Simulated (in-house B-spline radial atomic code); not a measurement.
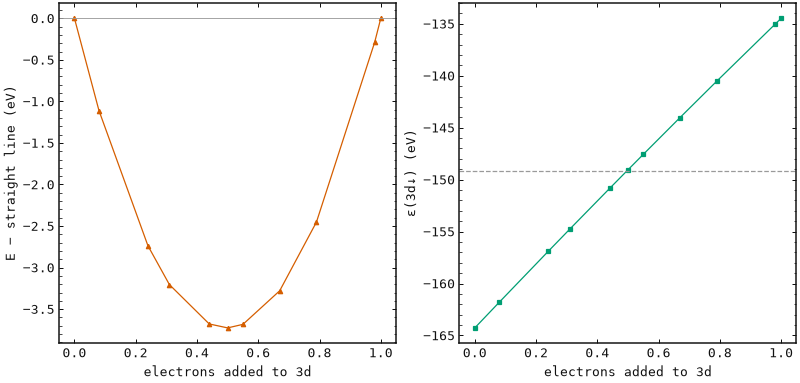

Method: scalar-relativistic (spin-free one-electron X2C) BP86, spin-polarised, spherical fractional occupations, Fermi nucleus, basis-set limit; computed with an in-house B-spline radial code. The occupation of the 3d shell is varied from Sr²⁺ ([Ar] 3d9 4s2 4p6 5s1 (high spin)) to Sr⁺ ([Kr] 5s1 (high spin)), with spherical fractional occupations. The plot shows the total energy less the straight line between the end points, and the eigenvalue of 3d↓ (the dashed line is minus the energy to take the whole electron out).

### Is the energy convex or concave in the occupation, and by how much?

The curve is convex (below the straight line), with the largest deviation among the points computed, −3.73 eV, at 0.5. The end points differ by 149.2 eV, the energy to take the electron out. The eigenvalue, which is the slope of the energy (Janak's theorem), moves from −164.3 eV at 0 to −134.5 eV at 1; for a straight line it would stay constant, and a parabola would sag by an eighth of this change, scaled to a whole electron, 3.72 eV. Convexity is the mark of the delocalisation error, which puts fractional charges too low; for p, d and f shells the spherical spreading of the fraction adds to it. The shell lies under occupied ones, so the straight line is a guide here rather than an exact condition.
